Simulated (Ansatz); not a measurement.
Consider Au in the fcc (Cu type) structure (space group Fm-3m, No. 225; a = 4.083 Å; relaxed with 0.1 eV smearing). Axes: x, y, z lie along the cube axes.

Structures relaxed with Ansatz (a program for electronic structure), PBEsol, PAW, cutoff 420 eV, without spin-orbit coupling.

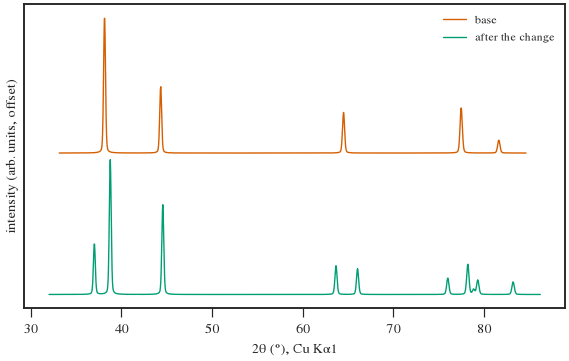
Figure. Simulated powder patterns before (top) and after one change

Which of these changes matches the shifts?
(A) biaxial strain −0.83 %, plane normal [111], relaxed out of plane
(B) biaxial strain −0.42 %, plane normal [111], relaxed out of plane
(C) biaxial strain −2.08 %, plane normal [111], relaxed out of plane
(D) biaxial strain +2.50 %, plane normal [111], relaxed out of plane

C, biaxial strain −2.08 %, plane normal [111], relaxed out of plane. Its volume per atom is 16.79 Å³ against 17.02 Å³, and its space group is R-3m (No. 166).

No phonon test of stability was made.
